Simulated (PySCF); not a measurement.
# H4O4Y (Y(OH)4-): the cost of one run

Program: PySCF 2.14.0. Level of theory: PBE0, Y def2-SVP with ECP28, O def2-SVP, H def2-SVP; scalar-relativistic core potentials, no spin–orbit coupling. These are calculated values, not measurements.

1 further run of the same task is left out (for a known fault of the program).

## 1. Where the work starts

9 atoms, charge -1, spin multiplicity 1.

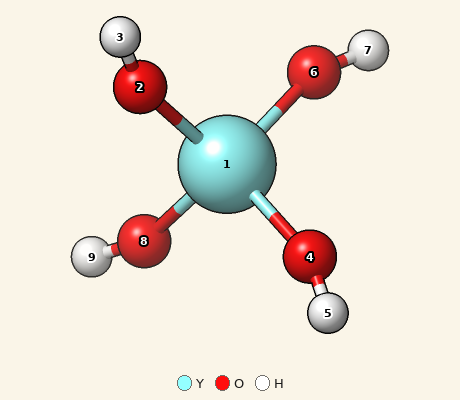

As it starts; yttrium teal, oxygen red, hydrogen white; atoms are numbered from 1 in the order of the file.

As a file:

```xyz
9
H4O4Y
Y     0.00000    0.00000    0.00000
O     1.21940    1.21940    1.21940
H     1.98650    1.49150    1.73900
O    -1.21940   -1.21940    1.21940
H    -1.98650   -1.49150    1.73900
O     1.21940   -1.21940   -1.21940
H     1.49150   -1.98650   -1.73900
O    -1.21940    1.21940   -1.21940
H    -1.49150    1.98650   -1.73900
```

Formal oxidation states: Y +3.

## 2. SCF at the start, singlet

Input file run.py (the lines that set the calculation):

```python
mol = gto.M(atom='''
Y      0.00000     0.00000     0.00000
O      1.21940     1.21940     1.21940
H      1.98650     1.49150     1.73900
O     -1.21940    -1.21940     1.21940
H     -1.98650    -1.49150     1.73900
O      1.21940    -1.21940    -1.21940
H      1.49150    -1.98650    -1.73900
O     -1.21940     1.21940    -1.21940
H     -1.49150     1.98650    -1.73900''',
    basis={'Y': 'def2-SVP', 'O': 'def2-SVP', 'H': 'def2-SVP'},
    ecp={'Y': 'def2-SVP'},
    charge=-1, spin=0)
mf = dft.RKS(mol, xc='PBE0')
mf.grids.atom_grid = (50, 194)
mf = mf.density_fit()  # fitting sets: Y def2-universal-JKFIT, O def2-universal-JKFIT, H def2-universal-JKFIT
mf.conv_tol = 1e-08; mf.max_cycle = 55
mf.kernel(dm0)  # dm0: free metal ions and neutral atoms
```

Started as:

```
OMP_NUM_THREADS=2 python run.py
```

What time and memory should one allow on 2 threads of Arm Neoverse V1, shared host?

About 2.2 s, with a peak of 0.58 GiB.
